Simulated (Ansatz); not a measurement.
## Molecular dynamics, with input and output: SiN2H6O2 (part 3 of 3)

SiN2H6O2; RKS PBE-D4/STO-3G (Ansatz 0.2.0). It belongs to a series of runs on one base structure; here: dynamics from the start.

### Output, continued
```
md step   296: t =   148.00 fs  T =   279.9 K  F+E_penalty+E_count = -14849.91163538 eV  E_kin = 0.397912 eV  (26 SCF iters)
md step   297: t =   148.50 fs  T =   301.8 K  F+E_penalty+E_count = -14849.93389482 eV  E_kin = 0.429046 eV  (26 SCF iters)
md step   298: t =   149.00 fs  T =   323.2 K  F+E_penalty+E_count = -14849.94843609 eV  E_kin = 0.459514 eV  (27 SCF iters)
md step   299: t =   149.50 fs  T =   332.1 K  F+E_penalty+E_count = -14849.95150813 eV  E_kin = 0.472270 eV  (26 SCF iters)
these checks for a lower state are left out or cut short: starts, cluster_reference, orbital_swaps, neighbouring_geometries, increment
503 factors; integrals over basis functions are off by at most 1.0e-5 eV
mean field -14849.71981751 eV, -545.7171377918 hartree, gradient 2.2e-5 eV, S^2 0.000000; 0 other end points of the search recorded, 0 dependent functions left out
the calculation of the forces begins
reference -14849.71984197 eV, -545.7171386907 hartree; 25, 25 occupied and 10, 10 virtual orbitals, 503 factors
503 factors; integrals over basis functions are off by at most 1.0e-5 eV
mean field evaluation 2368: about -14849.7198 eV, gradient 2.2e-5 eV
mean field -14849.71981751 eV, -545.7171377918 hartree, gradient 2.2e-5 eV, S^2 0.000000; 1 other end points of the search recorded, 0 dependent functions left out
the calculation of the forces begins
reference -14849.71984197 eV, -545.7171386907 hartree; 25, 25 occupied and 10, 10 virtual orbitals, 503 factors
md step   300: t =   150.00 fs  T =   320.3 K  F+E_penalty+E_count = -14849.94330179 eV  E_kin = 0.455394 eV  (25 SCF iters)
```

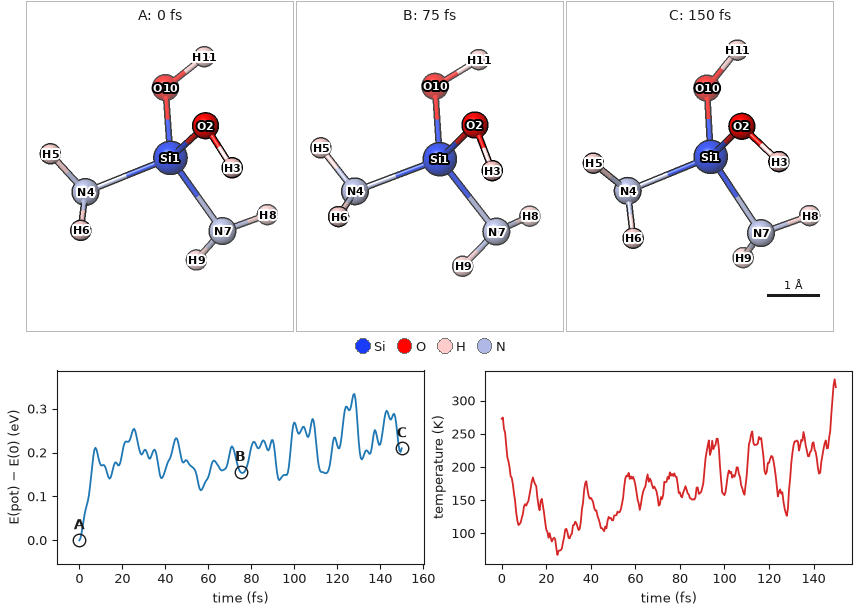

Figure 1. Frames of the molecular dynamics (ball-and-stick, seen at a tilt) above the curves, on which the letters mark them. The trajectory kept here has 301 frames over 150 fs. The temperature starts at 273 K, ranges from 67 to 332 K and averages 202 K over the second half. The potential energy ends 0.210 eV above its first value. After an unweighted best fit of the last frame on the first, the root-mean-square displacement is 0.18 Å, and H5 has moved furthest (0.32 Å).

```
Total energy: -14849.94332625 eV, -545.7253515866 hartree
Atom 0 at     0.045455    -0.053148    -0.185272 Å, force     0.121194     1.184847     1.702986 eV/Å
Atom 1 at     0.010926    -0.085104     1.570213 Å, force    -0.199889    -0.250768    -0.501639 eV/Å
Atom 2 at    -0.218492     0.884799     1.838631 Å, force     0.055692     0.113453    -0.210201 eV/Å
Atom 3 at     1.638532    -0.197497    -0.885690 Å, force     0.809328    -1.442274    -0.095225 eV/Å
Atom 4 at     2.288267    -0.881812    -0.355988 Å, force    -0.813219     0.608683    -0.498132 eV/Å
Atom 5 at     2.081772     0.725671    -0.735867 Å, force     0.737972     0.925212     0.025242 eV/Å
Atom 6 at    -0.394089     1.645995    -0.648333 Å, force    -0.076881    -0.221190    -0.254500 eV/Å
Atom 7 at    -1.440966     1.729876    -0.512257 Å, force    -0.354015     0.131164     0.118498 eV/Å
Atom 8 at    -0.332615     1.782783    -1.710168 Å, force     0.202330    -0.269709     0.287276 eV/Å
Atom 9 at    -0.811699    -1.403658    -0.678464 Å, force    -0.722535    -1.179588    -0.529768 eV/Å
Atom 10 at    -1.383044    -1.727649     0.120910 Å, force     0.240022     0.400169    -0.044535 eV/Å
Dipole moment:    -0.253027     0.139169     0.174548 e Å
```

### Trajectory as extended XYZ (Å, eV, eV/Å), 9 of the 301 frames kept, from step=0 to step=300
```
11
Properties=species:S:1:pos:R:3:forces:R:3 step=0 time_fs=0.0 energy=-14850.15294 temperature=272.7
Si   -0.0359   -0.0761   -0.0588    0.0019  -0.0129  -0.0068
O    -0.2256   -0.4130    1.6237   -0.0003   0.0062   0.0044
H    -0.3693    0.5331    2.0141    0.0003  -0.0040   0.0033
N     1.5784    0.1236   -0.7928    0.0021  -0.0011   0.0014
H     2.1481   -0.7550   -0.6215   -0.0008   0.0025  -0.0006
H     2.1143    0.8619   -0.2503   -0.0011   0.0011  -0.0012
N    -0.7813    1.5382   -0.2903   -0.0034   0.0061  -0.0003
H    -1.8326    1.4328   -0.3957   -0.0013   0.0016   0.0000
H    -0.4884    1.9027   -1.2431    0.0027  -0.0008  -0.0004
O    -0.6538   -1.4795   -0.8399    0.0010   0.0020  -0.0003
H    -1.3237   -1.8367   -0.1374   -0.0012  -0.0006   0.0003
11
Properties=species:S:1:pos:R:3:forces:R:3 step=38 time_fs=19.0 energy=-14849.97675 temperature=130.7
Si   -0.0055   -0.0787   -0.0611   -0.6692   0.1819   0.6823
O    -0.2883   -0.3152    1.6451    0.0947  -0.0987  -0.4151
H    -0.8649    0.5287    1.8068    0.1170   0.0891   0.2880
N     1.5817    0.0929   -0.7672    0.4895  -0.3759  -0.2300
H     2.0865   -0.8376   -0.8010   -0.0086   0.2670  -0.0006
H     2.2373    0.7565   -0.2745   -0.1869  -0.0555   0.0545
N    -0.7984    1.5536   -0.2417    0.4497  -0.9171   0.7169
H    -1.8184    1.2870   -0.2354   -0.7172   0.3223  -0.2077
H    -0.6578    1.9168   -1.2152    0.0667   0.1673  -0.6944
O    -0.6055   -1.4993   -0.8405    0.1821  -0.0426  -0.3773
H    -1.2580   -1.9594   -0.1811    0.1824   0.4623   0.1833
11
Properties=species:S:1:pos:R:3:forces:R:3 step=75 time_fs=37.5 energy=-14850.00422 temperature=175.7
Si   -0.0344   -0.0685   -0.0489   -0.1425  -0.3314   0.4509
O    -0.3025   -0.2684    1.6484    0.0510  -0.4579   0.1964
H    -0.8356    0.5886    1.8895    0.2805  -0.0723  -0.2246
N     1.5981    0.0616   -0.7659    0.4659  -0.1853   0.2930
H     2.0326   -0.9319   -0.7946   -0.3743   0.9163   0.1679
H     2.2291    0.6007   -0.0851   -0.1493  -0.3376  -0.3324
N    -0.8097    1.5080   -0.2385    0.8169   0.1208  -0.1425
H    -1.8544    1.4743   -0.2412   -0.4405  -0.0581  -0.2861
H    -0.5112    1.9267   -1.1536   -0.2851   0.3549  -0.2805
O    -0.5679   -1.5148   -0.8343   -0.1884   0.0657   0.3088
H    -1.1928   -1.9127   -0.1076   -0.0343  -0.0150  -0.1510
11
Properties=species:S:1:pos:R:3:forces:R:3 step=112 time_fs=56.0 energy=-14850.03573 temperature=186.9
Si   -0.0443   -0.0697   -0.0303    1.0516   0.8378  -0.5001
O    -0.2641   -0.2778    1.6454   -0.0117  -0.1531   0.5777
H    -0.3896    0.7013    1.9503   -0.0646  -0.0547   0.0205
N     1.6245    0.0612   -0.7589    0.1614  -0.5959   0.5574
H     1.9786   -0.9747   -0.7482   -0.1715   1.0189   0.0580
H     2.2500    0.5144    0.0007   -0.2600  -0.3234  -0.4129
N    -0.7957    1.5536   -0.2941    0.6278  -0.5245   0.4348
H    -1.8013    1.3391   -0.5065   -0.6615   0.3352  -0.3874
H    -0.4094    1.9734   -1.1874   -0.1676  -0.0793  -0.1868
O    -0.5562   -1.5135   -0.7700   -0.2341  -0.3115  -0.2881
H    -1.2374   -1.8841   -0.0970   -0.2698  -0.1496   0.1270
11
Properties=species:S:1:pos:R:3:forces:R:3 step=150 time_fs=75.0 energy=-14849.99737 temperature=182.0
Si    0.0301   -0.0363   -0.0476   -1.3272  -0.4500   0.5525
O    -0.1907   -0.2957    1.6755    0.3043   0.8417  -0.5937
H    -0.1156    0.6960    2.0059   -0.1654  -0.5079   0.0227
N     1.6509    0.0605   -0.7431    0.4238  -0.8813  -0.5448
H     2.0011   -0.9524   -0.8857   -0.1098   0.9942   0.2272
H     2.3838    0.5303   -0.1402   -0.1949  -0.1544   0.0783
N    -0.7883    1.5773   -0.4009    1.1147  -0.6332   0.6348
H    -1.7329    1.4008   -0.8317   -0.3703  -0.1840  -0.2638
H    -0.2235    1.9654   -1.2112   -0.0996   0.1410  -0.2468
O    -0.6102   -1.5250   -0.7300    0.3102   0.7254   0.1290
H    -1.4013   -1.7314   -0.0920    0.1142   0.1086   0.0046
11
Properties=species:S:1:pos:R:3:forces:R:3 step=188 time_fs=94.0 energy=-14850.00974 temperature=224.0
Si    0.0452   -0.0246   -0.0283   -0.0993  -0.1544  -0.6573
O    -0.0815   -0.2584    1.6437    0.0415  -0.1717   0.7903
H    -0.3652    0.6412    2.0478    0.0101   0.2571  -0.1116
N     1.6608    0.0544   -0.8230    0.4030  -1.0159   0.2076
H     2.1382   -0.9372   -0.7526   -0.5505   1.4256   0.1525
H     2.2633    0.6781   -0.1927    0.1152  -0.3775  -0.1652
N    -0.7229    1.5484   -0.4892    0.2742  -0.1224   0.5664
H    -1.6228    1.2730   -0.9680   -0.4591   0.0472  -0.2178
H    -0.1335    1.8509   -1.3150    0.0988   0.2255  -0.2908
O    -0.6512   -1.4531   -0.6752   -0.2292  -0.2646  -0.2385
H    -1.5262   -1.5865   -0.1291    0.3953   0.1511  -0.0356
11
Properties=species:S:1:pos:R:3:forces:R:3 step=225 time_fs=112.5 energy=-14849.99717 temperature=253.4
Si    0.0482   -0.0549   -0.0709    0.4951   1.1538   0.1056
O    -0.0075   -0.1969    1.6890   -0.3302   0.4382  -0.8926
H    -0.4922    0.6958    1.9295    0.2255  -0.2206  -0.0156
N     1.6570    0.0191   -0.8749    0.0897  -1.6598   0.2312
H     2.1533   -0.9234   -0.6094   -0.2074   1.2509  -0.2678
H     2.2207    0.7562   -0.3613    0.2626  -0.0403   0.2190
N    -0.6010    1.5691   -0.5785   -0.0245  -0.3648   0.8339
H    -1.5978    1.4233   -0.8923   -0.3778   0.0741  -0.1276
H    -0.1166    1.8320   -1.4820    0.1462  -0.1455  -0.1252
O    -0.7205   -1.4372   -0.7234   -0.4823  -0.2557   0.4309
H    -1.4391   -1.5913    0.0198    0.2032  -0.2304  -0.3918
11
Properties=species:S:1:pos:R:3:forces:R:3 step=262 time_fs=131.0 energy=-14849.96591 temperature=232.0
Si    0.0456   -0.0443   -0.1005   -0.4673  -1.4091  -1.3145
O     0.0021   -0.1362    1.5971   -0.3375   0.1659   0.7874
H    -0.4208    0.7769    1.8566    0.1851  -0.2521  -0.0328
N     1.6555   -0.0690   -0.8692   -0.2387  -0.7650  -0.0518
H     2.2789   -0.8673   -0.5152   -0.3663   0.6544  -0.0825
H     2.1373    0.8238   -0.5947    0.4598   0.1112   0.1814
N    -0.4978    1.5886   -0.6062    0.7472   0.0563  -0.6437
H    -1.5391    1.6248   -0.7464   -0.5860  -0.1410   0.0063
H    -0.1445    1.6263   -1.6242   -0.2337   0.2827   0.4922
O    -0.8049   -1.4709   -0.7798    0.6810   1.0613   0.7278
H    -1.3167   -1.8427    0.0496    0.1565   0.2355  -0.0698
11
Properties=species:S:1:pos:R:3:forces:R:3 step=300 time_fs=150.0 energy=-14849.94330 temperature=320.3
Si    0.0455   -0.0531   -0.1853    0.1212   1.1848   1.7030
O     0.0109   -0.0851    1.5702   -0.1999  -0.2508  -0.5016
H    -0.2185    0.8848    1.8386    0.0557   0.1135  -0.2102
N     1.6385   -0.1975   -0.8857    0.8093  -1.4423  -0.0952
H     2.2883   -0.8818   -0.3560   -0.8132   0.6087  -0.4981
H     2.0818    0.7257   -0.7359    0.7380   0.9252   0.0252
N    -0.3941    1.6460   -0.6483   -0.0769  -0.2212  -0.2545
H    -1.4410    1.7299   -0.5123   -0.3540   0.1312   0.1185
H    -0.3326    1.7828   -1.7102    0.2023  -0.2697   0.2873
O    -0.8117   -1.4037   -0.6785   -0.7225  -1.1796  -0.5298
H    -1.3830   -1.7276    0.1209    0.2400   0.4002  -0.0445
```

This output came from the following input.

### Input
```yaml
crystal:
  periodic: [false, false, false]
  atoms:
    - { symbol: Si, position_ang: [-0.03589, -0.076113, -0.058763] }
    - { symbol: O, position_ang: [-0.225556, -0.412952, 1.623712] }
    - { symbol: H, position_ang: [-0.369288, 0.533119, 2.01409] }
    - { symbol: "N", position_ang: [1.578425, 0.123559, -0.792792] }
    - { symbol: H, position_ang: [2.148078, -0.754998, -0.621531] }
    - { symbol: H, position_ang: [2.114345, 0.861921, -0.250325] }
    - { symbol: "N", position_ang: [-0.78128, 1.538232, -0.290312] }
    - { symbol: H, position_ang: [-1.83256, 1.432831, -0.395704] }
    - { symbol: H, position_ang: [-0.488352, 1.902697, -1.24312] }
    - { symbol: O, position_ang: [-0.65383, -1.479515, -0.839907] }
    - { symbol: H, position_ang: [-1.323691, -1.836681, -0.137449] }
basis:
  gaussian: { orbitals: STO-3G }
hamiltonian:
  xc: pbe
  dispersion: d4
md:
  timestep: 0.5
  n_steps: 300
  ensemble: nvt_langevin
  temperature: 300.0
  initial_velocities: maxwell_boltzmann
  seed: 161410
  friction: 0.005
```

Command:
```bash
ansatz run input.yaml --threads 1 --pin off --max-ram 2048MiB --backend cpu --events-out ev --progress --plain --runs-dir out
```

### Summary

| quantity | value |
| --- | --- |
| outcome | finished |
| mean temperature over the second half | 202 K |
| trajectory | 300 steps, 150 fs |
| ensemble | nvt_langevin |
| temperature in the input | 300.0 K |
| time step | 0.5 fs |
| potential energy (last step) | −14849.9433 eV |
| mean-field energy (last step) | −14849.7198 eV |
| largest force (length of the vector) (last step) | 2.078 eV/Å |
| hardware | 1 thread of Arm Neoverse N1, 24 GiB of memory available, shared host |
| wall time | 16 min |
| peak memory | 0.089 GiB |

### Notes

So short a trajectory is not equilibrated. The logged temperature at the start can lie below the typed one, since it is counted over all degrees of freedom. The temperature stays far from the 300 K of the thermostat over the second half: the run isn't equilibrated.
